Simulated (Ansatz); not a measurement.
Where the default PAW files enter, the runs use the earlier of Ansatz's two default sets.

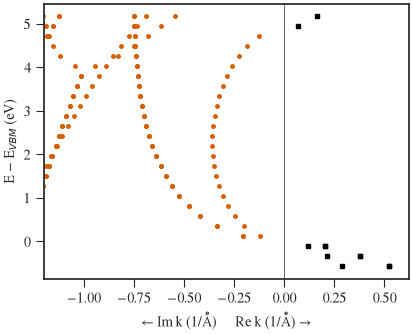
Figure: Complex bands at the centre of the two-dimensional zone; PBEsol in Ansatz (a quantum-chemistry and plane-wave program)

The gap is the functional's own, uncorrected, and κ follows it; spin-orbit coupling is left out. Mid-gap values are interpolated between the computed energies.

Task: This is LiBr (Fm-3m, rock salt, 2 atoms a cell, 20.2 Å³ an atom) along the normal of (001). Read off the slowest decay at the centre of the two-dimensional zone at 2.42 eV, the computed energy nearest the middle of the gap.

Result: κ ≈ 0.36 1/Å, a decay length 1/(2κ) of the density of 1.4 Å.
